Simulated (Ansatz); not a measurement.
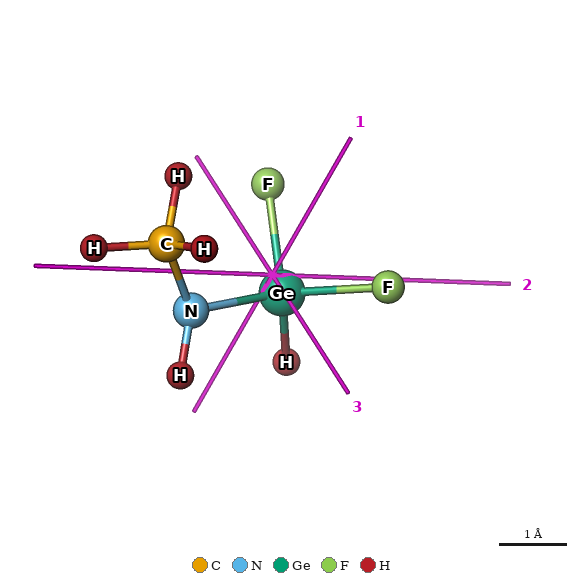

The three principal axes of inertia are drawn and numbered. Distant atoms are faded towards the background colour. Computed geometry: PBE-D4/def2-SVP optimisation. No frequency run is at hand to confirm it as a minimum. Masses are those of the most abundant isotopes; constants are for the rigid equilibrium geometry.

Which line is the a axis (least moment of inertia), which b and which c?

a is line 2, b is line 3, c is line 1; the moments are 111, 199, 231 u Å².

Classify the rotor and give the rotational constants (GHz).

An asymmetric top (C1): A = 4.55, B = 2.54, C = 2.19 GHz. Ray's parameter κ is −0.70, nearer the prolate limit.
